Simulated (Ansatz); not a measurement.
## Pressure series in hypothetical zinc blende BiP

Base system: BiP in the zinc blende structure (space group F-43m, No. 216; a hypothetical phase, not in the database extracts checked).

```cif
data_Bi4P4
_chemical_formula_sum 'P4 Bi4'
_space_group_name_H-M_alt 'F-43m'
_space_group_IT_number 216
_space_group_name_Hall 'F -4 2 3'
_cell_length_a 6.50057
_cell_length_b 6.50057
_cell_length_c 6.50057
_cell_angle_alpha 90.000
_cell_angle_beta 90.000
_cell_angle_gamma 90.000
loop_
_atom_site_label
_atom_site_type_symbol
_atom_site_symmetry_multiplicity
_atom_site_Wyckoff_symbol
_atom_site_fract_x
_atom_site_fract_y
_atom_site_fract_z
_atom_site_occupancy
P1 P 4 c 0.25000 0.25000 0.25000 1
Bi1 Bi 4 a 0.00000 0.00000 0.00000 1
```
(The calculation used a cell of 2 atoms; values per cell refer to that cell.)

Cell and atoms are relaxed at each pressure.

The values are results of PBE (Ansatz, a quantum-chemistry and plane-wave program; PAW; 420 eV plane waves; spin-orbit coupling left out), not measurements.

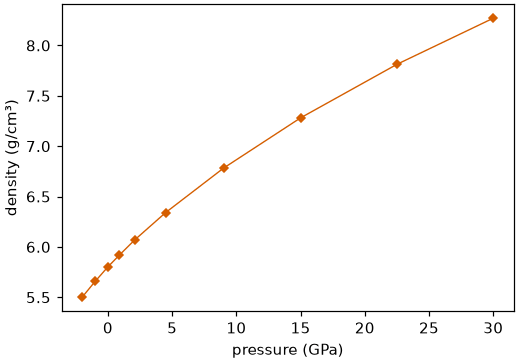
Figure: Density against pressure

Problem. From the plot, what is the density for pressure 22.5 GPa?

Solution. About 7.8 g/cm³.

Problem. Is the trend monotonic over the range shown?

Solution. Yes, it rises throughout, spanning 5.50 g/cm³ to 8.27 g/cm³.

Load acts through the strain it causes; cell and atoms are relaxed under it. Whether these cells are dynamically stable was not tested. No other phases were tried under pressure. All final runs are without spin polarisation.
